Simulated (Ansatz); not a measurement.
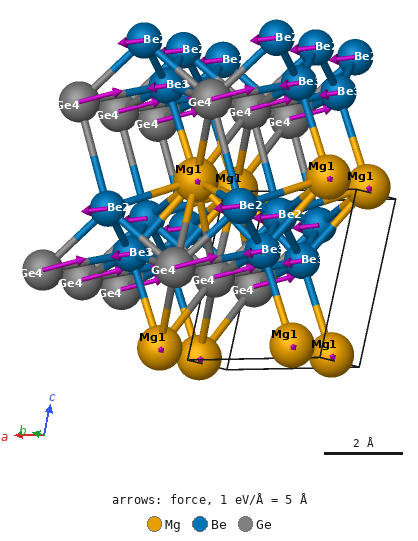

Starting geometry of a crystal of MgBe2Ge (a generated structure, set up in Pm) (coarse preliminary run) with the computed forces as purple arrows. The picture is a ball-and-stick view of the cell of the calculation, repeated 2 × 2 × 2 with one cell outlined, seen from a free direction.

Level of theory: DFT PBE, scalar-relativistic, plane waves, PAW in Ansatz 0.2.0.

Input file:
```yaml
crystal:
  lattice:
    - [3.5566189461, 0.0, 0.0]
    - [0.0, 3.6992056937, 0.0]
    - [-0.9803870595, 0.0, 4.3386198492]
  atoms:
    - { symbol: Mg, position: [0.0740390018, 0.5, 0.0449327155] }
    - { symbol: Be, position: [0.5408608555, 0.0, 0.851740669] }
    - { symbol: Be, position: [0.452446766, 0.5, 0.6106371196] }
    - { symbol: Ge, position: [0.9326533766, 0.0, 0.4926894959] }
basis:
  ecutwfc: 420
kpoints:
  mp_grid: { grid: [6, 6, 4] }
hamiltonian:
  xc: pbe
scf:
  occupations: { method: gaussian, width: 0.1 }
  lower_state_search: "off"
output:
  forces: true
  stress: true
  eigenvalues: true
relax:
  adjacent_minimum: "off"
  f_tol: 0.04
  max_steps: 70
  cell: { stress_tol: 0.4 }
```

Launched with:
```bash
ansatz run input.yaml --threads 1 --pin off --max-ram 2048MiB --backend cpu --events-out ev --progress --plain --runs-dir out
```

Q: What follows when this structure is relaxed?

A: It isn't relaxed: the largest force vector, on Ge4, is 0.24 eV/Å. The final displacements follow the starting forces only in part (cosine between the two patterns 0.51). Ge4 moves most relative to the cell: 0.12 Å along [−3 0 −1]. Largest moves by element: Ge 0.12 Å, Mg 0.10 Å, Be 0.05 Å. The drawn cell changes as follows: a 3.557 → 3.574 Å (+0.5 %), b 3.699 → 3.714 Å (+0.4 %), c 4.448 → 4.444 Å (−0.1 %), β 102.7° → 106.9°; the volume changes by −1.1 %. Some distances before and after: Be2–Ge4 2.884 → 2.678 Å, Mg1–Ge4 2.843 → 2.945 Å, Mg1–Be3 2.579 → 2.486 Å, Be2–Ge4 (another image) 2.389 → 2.454 Å. The space group stays Pm (No. 6). The energy falls by 35.6 meV per cell of the calculation in 4 accepted moves (5 points after the start). Largest force component: 0.23 eV/Å at the start, 0.038 eV/Å at the end. The pressure goes from 0.18 to −0.08 GPa. At 1 point the geometry stayed and the basis and grid were re-selected for the new cell (energy shift of less than 0.05 meV per cell of the calculation at most each time). The run took 42 s on 1 thread of Arm Neoverse V1, on a shared host, peak memory 0.37 GiB.
